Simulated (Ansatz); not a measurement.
# Ligand exchange: GeH2Br2 + SiH2(SiH3)Br → GeH3Br + SiH(SiH3)Br2

Species: GeH2Br2 `[Br][GeH2][Br]`, singlet; SiH2(SiH3)Br, singlet; GeH3Br `[GeH3][Br]`, singlet; SiH(SiH3)Br2, singlet. The partners trade Br for H: Ge–Br and Si–H bonds give way to Ge–H and Si–Br.

Shapes, held fixed at every level: PBE0-D4/def2-TZVP. Programs: Ansatz 0.2.0. The zero-point and thermal change to 298 K, harmonic and unscaled (PBE0-D4/def2-TZVP), is -0.2 kJ/mol.

```tsv
level	kind	ΔH(298 K) (kJ/mol)	less CCSD(T)/def2-TZVPP
HF/def2-SVP	Hartree–Fock	-6.2	+6.8
HF/def2-TZVPP	Hartree–Fock	-5.9	+7.1
SPW92/def2-TZVPP	LDA	-19.0	-6.0
r2SCAN-D4/def2-TZVPP	meta-GGA	-15.3	-2.3
B3LYP-D4/def2-TZVPP	global hybrid	-13.5	-0.5
r2SCAN0-D4/def2-TZVPP	global hybrid	-15.2	-2.2
CCSD/def2-SVP	coupled cluster or CI	-9.9	+3.1
CCSD(T)/def2-TZVPP	coupled cluster or CI	-13.0	0.0
```

The highest level, CCSD(T)/def2-TZVPP, gives ΔH(298 K) = -13.0 kJ/mol; the levels span -19.0 to -5.9. The column of differences is taken from that level and isn't an error. No measured value is set beside it here. Relativity is left out for Br, Ge unless named. Correlated rows may include outer-core shells of Br, Ge, which these sets cover unevenly.

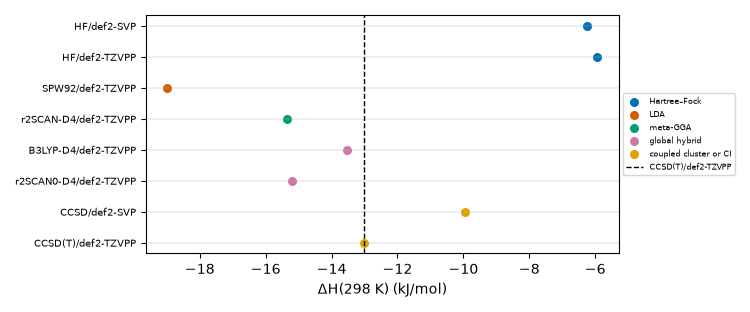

The values of the table, level by level.
